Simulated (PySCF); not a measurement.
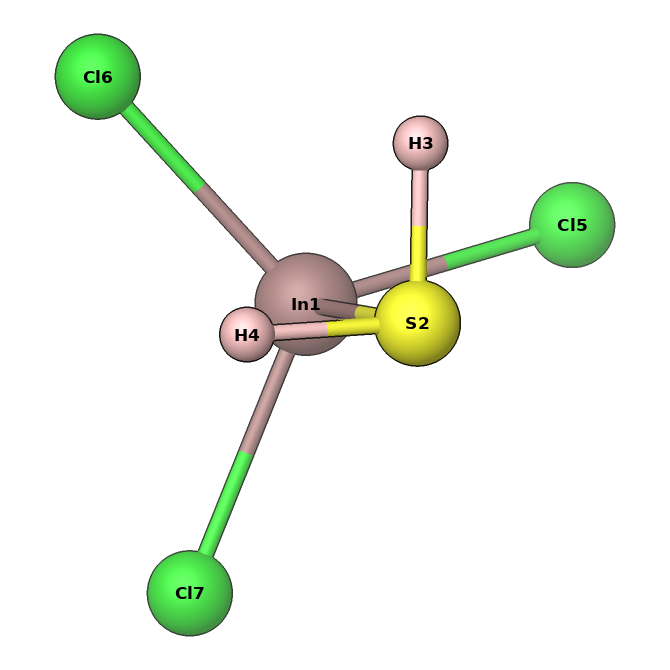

In1 lies behind S2. The molecule seen a little off the S2–In1 bond, S2 in front. Distant atoms are faded towards the background colour. The computed structure is the end point of a PBE0-D3(BJ)/def2-SVP optimisation. No frequency run is at hand to confirm it as a minimum.

**What is the torsion angle H3–S2–In1–Cl5? The sign is positive where the front bond must turn clockwise to cover the back bond.**

77°, synclinal (gauche).
